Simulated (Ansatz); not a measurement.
# Rhodium, diamond: r²SCAN0 after r²SCAN

Aim: see what exact exchange does to the levels, and what it costs. Spin polarisation is left out. The geometry was relaxed under r²SCAN beforehand and is kept. Exact exchange is dear, so the k-mesh is coarse, and r²SCAN is run on the same mesh for comparison.

Method: DFT, plane waves (500 eV) with PBE-made PAW files, scalar-relativistic; functionals as named at each step, in Ansatz 0.2.0.

## Step 1: The structure to begin with

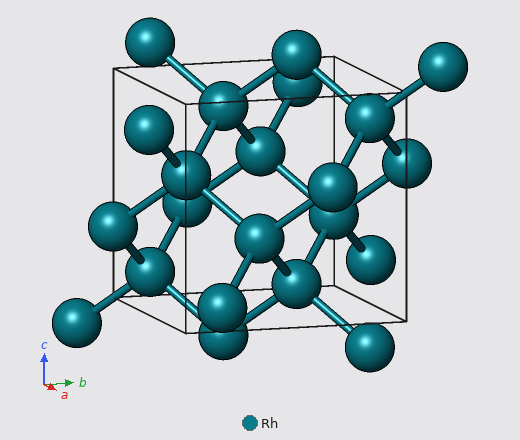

Start, viewed slightly off an axis; rhodium blue. The conventional cell is drawn; the run uses a primitive one. Any atoms on the faces are drawn again on the opposite ones, and bonded neighbours outside are added.

Coordinates:

```
Rh
1.0
     0.00000    2.73239    2.73239
     2.73239    0.00000    2.73239
     2.73239    2.73239    0.00000
Rh
2
Direct
  0.12500 0.12500 0.12500
  0.87500 0.87500 0.87500
```

## Step 2: r²SCAN, coarse mesh

The run with r²SCAN.

Contents of input.yaml:

```yaml
crystal:
  lattice:
    - [0.0, 2.7323897124, 2.7323897124]
    - [2.7323897124, 0.0, 2.7323897124]
    - [2.7323897124, 2.7323897124, 0.0]
  atoms:
    - { symbol: Rh, position: [0.125, 0.125, 0.125] }
    - { symbol: Rh, position: [0.875, 0.875, 0.875] }
hamiltonian:
  xc: r2scan
  pseudopotentials:
    kind: paw
    azcp:
      Rh: "pseudopotentials/Rh.paw.azcp"
basis:
  ecutwfc: 500
  fft_grid_basis: typed
kpoints:
  mp_grid: { grid: [5, 5, 5], shift: [0, 0, 0] }
magnetization:
  spin_polarized: false
scf:
  occupations: { method: fermi_dirac, width: 0.1 }
```

The run is started by

```console
ansatz run input.yaml --threads 4 --pin off --max-ram 8192MiB --backend cpu --events-out ev --progress --plain --runs-dir out
```

What it wrote (excerpt; [...] marks lines left out):

```text
Warning: RAYON_NUM_THREADS=4 ignored (pool sized by the plan → 4); use --threads N
[...]
Pseudopotentials: kind: paw
Pseudopotential: Rh, paw, valence charge 17, recommended cutoff 500 eV (meta_gga), <dir>
Functional definition: r2SCAN
[...]
Crystal: 2 atoms, lattice volume = 40.800 Å³
Basis set: ecut = 500 eV, 1037 PW (Γ), exchange–correlation on 120×120×120 points (64 copies of the dense FFT grid, shifted against one another)
Bands: 21, of which v1, the nominal top of the filled ones, is band 17 counted from 1 (16 counted from 0)
Symmetry: 48 space group operations
Space group: Fd-3m (ITA 227), of the structure as read, at distance tolerance 3.4e-5 Å
k-points: 10 of 125
[...]
SCF iter   1: F=—  HF=-12828.358468 eV  |F-HF|=—  |Δ(HF+E_count)|=         —  Δρ=1.45e-2  dr2=7.80e-2  dr2_τ=2.18e-2  ethr=1.77e-3  ⟨swp⟩=5.7  Hψ=916  notcnv=0
[...]
SCF iter   7: F=-12828.354273 eV  HF=-12828.354273 eV  |F-HF|=2.56e-9  |Δ(HF+E_count)|=   2.58e-8  Δρ=3.17e-6  dr2=3.44e-9  dr2_τ=4.35e-10  ethr=2.94e-10  ⟨swp⟩=2.9  Hψ=457  notcnv=0
[...]
SCF converged after 7 iterations
Free energy (F): -12828.354273 eV
[...]
E sigma→0 (E₀):  -12828.306706 eV
Entropy (-TS):   -0.095134 eV (-47.567 meV/atom)
Fermi energy:    13.755825 eV
[...]
```

Wall time 1.1 s (4 threads of Arm Neoverse N1, shared host); peak memory 0.36 GiB.

## Step 3: r²SCAN0, coarse mesh

The run with r²SCAN0.

Edit input.yaml of step 2 so:

```diff
@@ -9,3 +9,3 @@
 hamiltonian:
-  xc: r2scan
+  xc: r2scan0
   pseudopotentials:
```

The run is started by

```console
ansatz run input.yaml --threads 4 --pin off --max-ram 8192MiB --backend cpu --events-out ev --progress --plain --runs-dir out
```

What it wrote (excerpt; [...] marks lines left out):

```text
Warning: RAYON_NUM_THREADS=4 ignored (pool sized by the plan → 4); use --threads N
[...]
Pseudopotentials: kind: paw
Pseudopotential: Rh, paw, valence charge 17, recommended cutoff 500 eV (meta_gga), <dir>
Functional definition: r2SCAN0
[...]
Crystal: 2 atoms, lattice volume = 40.800 Å³
Basis set: ecut = 500 eV, 1037 PW (Γ), exchange–correlation on 120×120×120 points (64 copies of the dense FFT grid, shifted against one another)
Bands: 21, of which v1, the nominal top of the filled ones, is band 17 counted from 1 (16 counted from 0)
Symmetry: 48 space group operations
Space group: Fd-3m (ITA 227), of the structure as read, at distance tolerance 3.4e-5 Å
k-points: 10 of 125
[...]
SCF iter   1: F=—  HF=-12828.360701 eV  |F-HF|=—  |Δ(HF+E_count)|=         —  Δρ=1.38e-2  dr2=6.63e-2  dr2_τ=2.11e-2  ethr=1.77e-3  ⟨swp⟩=7.8  Hψ=845  notcnv=0
[...]
Frozen-core exchange: fock
[...]
hybrid SCF converged: 4 outer / 26 inner (+9 warm-up), last move |dexx| = 4.09e-6 eV, tail = 2.31e-7 eV
Stability not checked: this state was not tested for a lower state beside it, because the functional holds exact exchange (a hybrid, or Hartree-Fock), whose exchange loop this test does not read (fock_operator; see scf.lower_state_search)
Free energy (F): -12824.601892 eV
Frozen-core exchange: fock
[...]
E sigma→0 (E₀):  -12824.581310 eV
Entropy (-TS):   -0.041164 eV (-20.582 meV/atom)
Fermi energy:    13.677209 eV
[...]
--- Band table (eV; the first three rows and the last of 10) ---
  k-point 0: bands = ["-72.0838", "-71.6731", "-38.2504", "-38.2504", "-38.2504", "-37.4682", "-37.4682", "-37.4682", "6.6653", "7.5794", "7.5794", "8.1496", "8.1496", "8.1496", "11.3332", "11.3332", "11.3332", "13.9837", "13.9837", "27.5877"]
[...]
  guard bands above this table: 1 of the run's 21 bands, where the rule asks 2: the bands that hold charge and the lowest empty level above them stay in the table. The solve was not asked for them (output.publish_guard_bands: true or output.eigenvalues: true publishes all)
```

Wall time 27 s (4 threads of Arm Neoverse N1, shared host); peak memory 1.1 GiB.

## Step 4: Side by side

```csv
functional,gap on the mesh,Fermi energy (eV),SCF cycles,exchange loops,CPU time
r²SCAN,none (levels filled in part),13.756,7,-,3.5 s
r²SCAN0,none (levels filled in part),13.677,35,4,90 s
```

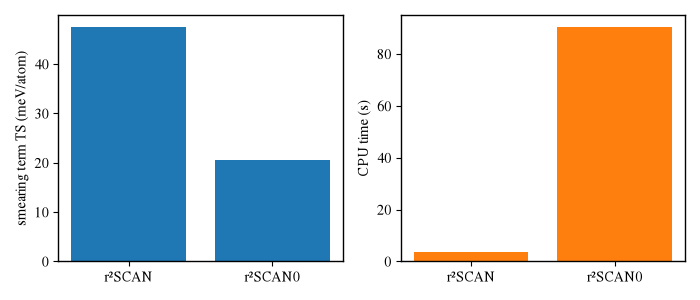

Smearing term and CPU time by functional.

## Step 5: What came out

| quantity | value |
| --- | --- |
| r²SCAN: gap | none (levels filled in part) |
| r²SCAN0: gap | none (levels filled in part) |
| r²SCAN0: SCF cycles, exchange loops | 35, 4 |
| r²SCAN0: CPU time over that of r²SCAN | 26 |
| r²SCAN0: relative to fcc | +1267 meV/atom |

What this shows: Neither r²SCAN nor r²SCAN0 shows a clean gap on this mesh. The hybrid took 26 times as much CPU time as r²SCAN on the same settings. The exchange operator of r²SCAN0 was renewed in 4 outer loops. To compare with dense-mesh energies, the change of r²SCAN from this mesh and smearing to its dense run (+3.4 meV/atom, from a run not shown) is added. Under r²SCAN0 it lies 1267 meV/atom above fcc (computed apart in the same way); on such meshes a few tens of meV are uncertain for metals. Absolute energies differ from functional to functional, by eV per atom at times, and say nothing by themselves.
